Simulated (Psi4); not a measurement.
# doublet SF3 at 3 levels

Aim: a comparison of 3 runs (UB2PLYP/6-311+G**, UM06-2X/6-311+G**, UPBE0/6-311+G**) of doublet SF3. 

Program for the calculation: Psi4 1.11.

4 further runs of the same task are left out: 4 that didn't finish.

**1. The molecule**

SF3 has 4 atoms, charge 0, and is taken as a doublet. As SMILES of the parent species, `F[S+](F)F`. The shape is that of a PBE0-D4/def2-TZVP optimisation. That shape belongs to the parent species and isn't relaxed for this state.

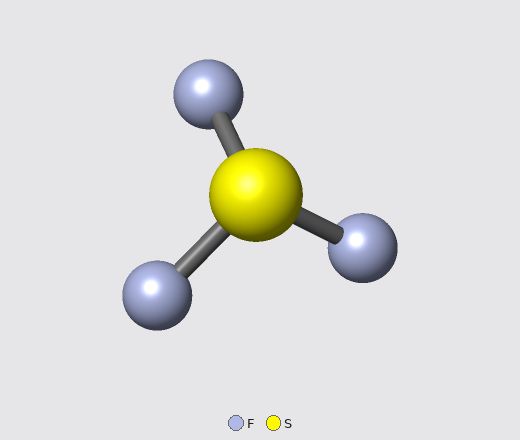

The structure, seen from a chosen angle (fluorine light blue, sulfur yellow).

**2. A single-point energy at UB2PLYP/6-311+G(d,p) (density fitting for correlation) (run 1)**

job.dat

```
memory 2.2 GB

molecule molecule1 {
  0 2
  F      0.623020     0.191030     1.167760
  S      0.432770    -0.058560    -0.301740
  F     -0.545420    -1.197460    -0.238600
  F     -0.510370     1.064990    -0.627420
  symmetry c1
  no_reorient
  no_com
}

set reference uks
set puream true
set e_convergence 1e-09
set d_convergence 1e-08
set scf_type pk
set dft_radial_points 99
set dft_spherical_points 590
set num_frozen_docc 8
set maxiter 100

e, wfn = energy('b2plyp/6-311+G**', return_wfn=True)
```

Launch:

```bash
$ psi4 job.dat job.out -n 1
```

job.out:

```text
[...]
  Running in c1 symmetry.
[...]
  Nuclear repulsion =  208.144192226354278
[...]
  Multiplicity = 2
[...]
  Nalpha       = 22
  Nbeta        = 21
[...]
    Number of basis functions: 96
[...]
   @UKS iter   1:  -696.94337107973581    5.26071e-01   5.72050e-03 ADIIS/DIIS
[...]
   @UKS iter  22:  -697.02969824782758   -3.18323e-12   5.40045e-09 DIIS
[...]
   @S^2 Observed:                7.584534620E-01
[...]
    Orbital Energies [Eh]
    ---------------------
    Alpha Occupied:
       1A    -90.394067     2A    -25.448045     3A    -25.434678
       4A    -25.434664     5A     -8.586708     6A     -6.436198
       7A     -6.433832     8A     -6.425938     9A     -1.560130
      10A     -1.474385    11A     -1.472283    12A     -0.911440
      13A     -0.752800    14A     -0.741664    15A     -0.709089
      16A     -0.646124    17A     -0.643714    18A     -0.593265
      19A     -0.591711    20A     -0.577869    21A     -0.477060
      22A     -0.180557
    Alpha Virtual:
      23A      0.004635    24A      0.038406    25A      0.053250
[...]
  @UKS Final Energy:  -697.02969824782758
   => Energetics <=
    Nuclear Repulsion Energy =            208.1441922263542779
    One-Electron Energy =               -1379.3315282534599646
    Two-Electron Energy =                 501.5139897795495472
    DFT Exchange-Correlation Energy =     -27.3563520002715101
    Empirical Dispersion Energy =           0.0000000000000000
    VV10 Nonlocal Energy =                  0.0000000000000000
    Total Energy =                       -697.0296982478275822
[...]
 Multipole Moments:
 ------------------------------------------------------------------------------------
     Multipole            Electronic (a.u.)      Nuclear  (a.u.)        Total (a.u.)
 ------------------------------------------------------------------------------------
 L = 1.  Multiply by 2.5417464519 to convert [e a0] to [Debye]
 Dipole X            :         -5.6736897            5.7247174            0.0510277
 Dipole Y            :          0.7002641           -0.7746365           -0.0743724
 Dipole Z            :          4.0225022           -3.9914417            0.0310605
 Magnitude           :                                                    0.0953931
[...]
```

Wall time 25 s (1 thread of Intel Xeon Platinum 8488C (Sapphire Rapids), shared host); peak memory 0.86 GiB.

**3. The energy at UM06-2X/6-311+G(d,p) (run 2)**

calc.py

```python
import psi4

psi4.set_memory(2200000000)
psi4.set_num_threads(1)
psi4.set_output_file('run.log', False)

geom = psi4.geometry("""
0 2
F      1.17733717     0.36099438     2.20674658
S      0.81781677    -0.11066236    -0.57020596
F     -1.03069442    -2.26287145    -0.45088865
F     -0.96445952     2.01253943    -1.18565197
units bohr
symmetry c1
no_reorient
no_com
""")

psi4.set_options({
    'basis': '6-311+G**',
    'reference': 'uks',
    'puream': True,
    'e_convergence': 1e-09,
    'd_convergence': 1e-08,
    'scf_type': 'pk',
    'dft_radial_points': 99,
    'dft_spherical_points': 590,
    'maxiter': 100,
})

e_tot, wfn = psi4.energy("M06-2X", molecule=geom, return_wfn=True)
psi4.oeprop(wfn, "WIBERG_LOWDIN_INDICES", "MAYER_INDICES", "QUADRUPOLE")
print(f'total energy {e_tot:.8f} hartree = {e_tot * 27.211386:.5f} eV')
```

Launch:

```bash
$ python calc.py
```

run.log:

```text
[...]
  Running in c1 symmetry.
[...]
  Nuclear repulsion =  208.144192277426129
[...]
  Multiplicity = 2
[...]
  Nalpha       = 22
  Nbeta        = 21
[...]
    Number of basis functions: 96
[...]
   @UKS iter   1:  -697.41033864613178    5.48825e-01   5.60007e-03 ADIIS/DIIS
[...]
   @UKS iter  39:  -697.49213020231662    1.10731e-10   3.33230e-09 DIIS
[...]
   @S^2 Observed:                7.529838413E-01
[...]
    Orbital Energies [Eh]
    ---------------------
    Alpha Occupied:
       1A    -90.131359     2A    -25.330475     3A    -25.317191
       4A    -25.316770     5A     -8.479042     6A     -6.402469
       7A     -6.400363     8A     -6.393544     9A     -1.534608
      10A     -1.448753    11A     -1.446118    12A     -0.903393
      13A     -0.749058    14A     -0.741760    15A     -0.709345
      16A     -0.646566    17A     -0.644511    18A     -0.593840
      19A     -0.591770    20A     -0.578769    21A     -0.474974
      22A     -0.173901
    Alpha Virtual:
      23A     -0.010150    24A      0.025207    25A      0.038804
[...]
  @UKS Final Energy:  -697.49213020231662
   => Energetics <=
    Nuclear Repulsion Energy =            208.1441922774261286
    One-Electron Energy =               -1379.3035226122569838
    Two-Electron Energy =                 500.9256496768986153
    DFT Exchange-Correlation Energy =     -27.2584495443843409
    Empirical Dispersion Energy =           0.0000000000000000
    VV10 Nonlocal Energy =                  0.0000000000000000
    Total Energy =                       -697.4921302023166163
[...]
 Multipole Moments:
 ------------------------------------------------------------------------------------
     Multipole            Electronic (a.u.)      Nuclear  (a.u.)        Total (a.u.)
 ------------------------------------------------------------------------------------
 L = 1.  Multiply by 2.5417464519 to convert [e a0] to [Debye]
 Dipole X            :         -5.6964245            5.7247174            0.0282929
 Dipole Y            :          0.7073146           -0.7746365           -0.0673219
 Dipole Z            :          4.0391675           -3.9914417            0.0477258
 Magnitude           :                                                    0.0872381
 L = 2.  Multiply by 1.3450342976 to convert [e a0^2] to [Debye ang]
 Quadrupole XX       :        -62.3226122           41.1089120          -21.2137002
 Quadrupole XY       :         -6.6615057            5.8989299           -0.7625759
[...]
```

Standard output:

```text
total energy -697.49213020 hartree = -18979.72759 eV
```

Run time: 67 s. Hardware: 1 thread of Intel Xeon Platinum 8488C (Sapphire Rapids), shared host; peak memory 0.98 GiB.

**4. A single-point energy at UPBE0/6-311+G(d,p) (run 3)**

input.json

```json
{
  "schema_name": "qcschema_input",
  "schema_version": 1,
  "molecule": {
    "schema_name": "qcschema_molecule",
    "schema_version": 2,
    "symbols": ["F", "S", "F", "F"],
    "geometry": [1.17733717, 0.36099438, 2.20674658, 0.81781677, -0.11066236, -0.57020596, -1.03069442, -2.26287145, -0.45088865, -0.96445952, 2.01253943, -1.18565197],
    "molecular_charge": 0,
    "molecular_multiplicity": 2,
    "fix_symmetry": "c1",
    "fix_com": true,
    "fix_orientation": true
  },
  "driver": "energy",
  "model": {
    "method": "pbe0",
    "basis": "6-311+G**"
  },
  "keywords": {
    "reference": "uks",
    "puream": true,
    "e_convergence": 1e-09,
    "d_convergence": 1e-08,
    "scf_type": "pk",
    "dft_radial_points": 99,
    "dft_spherical_points": 590,
    "maxiter": 100,
    "scf_properties": ["WIBERG_LOWDIN_INDICES", "DIPOLE", "QUADRUPOLE"]
  }
}
```

Launch:

```bash
$ psi4 --qcschema input.json -n 1 --memory 2200MB
```

stdout:

```text
[...]
  Running in c1 symmetry.
[...]
  Nuclear repulsion =  208.144192277426129
[...]
  Multiplicity = 2
[...]
  Nalpha       = 22
  Nbeta        = 21
[...]
    Number of basis functions: 96
[...]
   @UKS iter   1:  -697.11641242479493    5.60986e-01   5.86811e-03 ADIIS/DIIS
[...]
   @UKS iter  19:  -697.19667222043108   -2.16005e-12   3.59398e-09 DIIS
[...]
   @S^2 Observed:                7.548536166E-01
[...]
    Orbital Energies [Eh]
    ---------------------
    Alpha Occupied:
       1A    -89.245964     2A    -24.856610     3A    -24.843868
       4A    -24.843861     5A     -8.214109     6A     -6.152103
       7A     -6.149457     8A     -6.142523     9A     -1.421544
      10A     -1.336919    11A     -1.333484    12A     -0.819927
      13A     -0.669678    14A     -0.666349    15A     -0.627839
      16A     -0.563166    17A     -0.561224    18A     -0.516069
      19A     -0.513478    20A     -0.497669    21A     -0.413288
      22A     -0.136196
    Alpha Virtual:
      23A     -0.046402    24A      0.017878    25A      0.027264
[...]
  @UKS Final Energy:  -697.19667222043108
   => Energetics <=
    Nuclear Repulsion Energy =            208.1441922774261286
    One-Electron Energy =               -1379.4341253132142811
    Two-Electron Energy =                 517.0925182196211836
    DFT Exchange-Correlation Energy =     -42.9992574042640783
    Empirical Dispersion Energy =           0.0000000000000000
    VV10 Nonlocal Energy =                  0.0000000000000000
    Total Energy =                       -697.1966722204310827
[...]
 Multipole Moments:
 ------------------------------------------------------------------------------------
     Multipole            Electronic (a.u.)      Nuclear  (a.u.)        Total (a.u.)
 ------------------------------------------------------------------------------------
 L = 1.  Multiply by 2.5417464519 to convert [e a0] to [Debye]
 Dipole X            :         -5.7276944            5.7247174           -0.0029770
 Dipole Y            :          0.7106095           -0.7746365           -0.0640270
 Dipole Z            :          4.0571575           -3.9914417            0.0657158
 Magnitude           :                                                    0.0917981
 L = 2.  Multiply by 1.3450342976 to convert [e a0^2] to [Debye ang]
 Quadrupole XX       :        -62.2768610           41.1089120          -21.1679490
 Quadrupole XY       :         -6.6569513            5.8989299           -0.7580214
[...]
```

The result, in JSON:

```text
{
 "driver": "energy",
 "model": {
  "method": "pbe0",
  "basis": "6-311+G**"
 },
 "success": true,
 "return_result": -697.1966722204311,
 "properties": {
  "calcinfo_nbasis": 96,
  "calcinfo_nmo": 96,
  "calcinfo_nalpha": 22,
  "calcinfo_nbeta": 21,
  "calcinfo_natom": 4,
  "nuclear_repulsion_energy": 208.14419227742613,
  "return_energy": -697.1966722204311,
  "scf_one_electron_energy": -1379.4341253132143,
  "scf_two_electron_energy": 517.0925182196212,
  "scf_xc_energy": -42.99925740426408,
  "scf_dipole_moment": [-0.0029770033143172725, -0.0640270282856904, 0.06571580300244406],
  "scf_total_energy": -697.1966722204311,
  "scf_iterations": 19
 }
}
```

Run time: 18 s. Hardware: 1 thread of Intel Xeon Platinum 8488C (Sapphire Rapids), shared host; peak memory 0.86 GiB.

**5. Overview of the runs**

```csv
run,level,fitting correlation,frozen core orbitals,energy (Eh),HOMO energy (eV),LUMO energy (eV),⟨S²⟩,wall time
1,UB2PLYP/6-311+G** (density fitting for correlation),density fitting,8,-697.276654,-4.91,0.13,0.758,25 s
2,UM06-2X/6-311+G**,–,0,-697.492130,-4.73,-0.28,0.753,67 s
3,UPBE0/6-311+G**,–,0,-697.196672,-3.71,-1.26,0.755,18 s
```

**6. Outcome**

| quantity | value |
| --- | --- |
| run 3: total energy | -697.19667 Eh |
| run 3: dipole moment | 0.23 D |
| run 3: HOMO energy (highest over α and β) | -3.71 eV |
| run 3: LUMO energy (lowest over α and β) | -1.26 eV |
| run 3: ⟨S²⟩ | 0.755 |

In words: Totals of different functionals can't be ranked against each other. All runs together took 1.8 min, the longest 67 s.
